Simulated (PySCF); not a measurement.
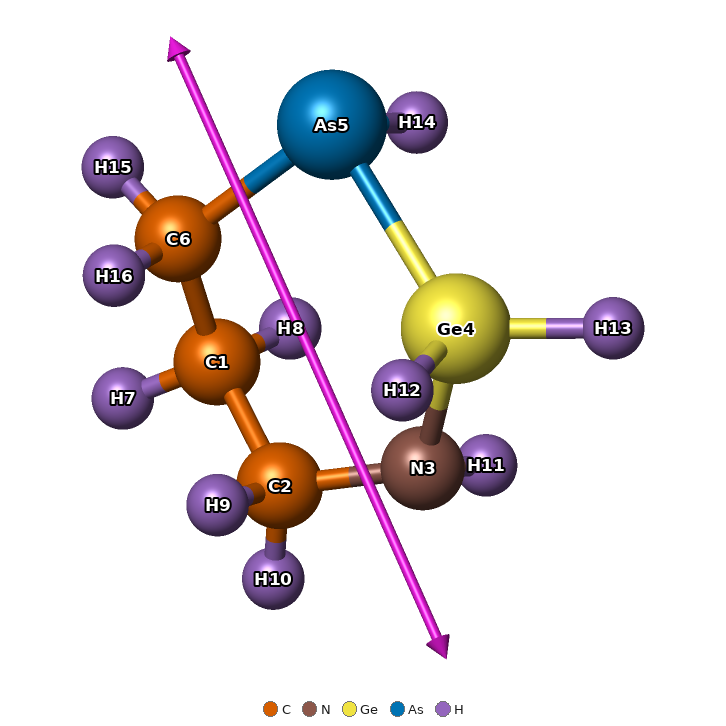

The double arrow shows the direction of the transition dipole to excited singlet state 2 (its length means nothing). The computed structure is the end point of a GFN2-xTB optimisation. No frequency run is at hand to confirm it as a minimum. Method: TDDFT B3LYP/def2-SVPD, vertical, gas phase, core orbitals frozen in the response (PySCF 2.14.0).

Question: How is the transition polarised?

Answer: Nearly parallel to the Ge4–As5 bond.

Question: Where does the transition lie, and how strong is it?

Answer: 5.14 eV (241 nm), oscillator strength 0.085, mainly HOMO → LUMO+1 (weight 0.91); transition dipole 2.09 D.

The geometry is semi-empirical. Around As, Ge such bond lengths and angles can be off by a tenth of an ångström or more and by several degrees, and values that hang on the shape move with them.
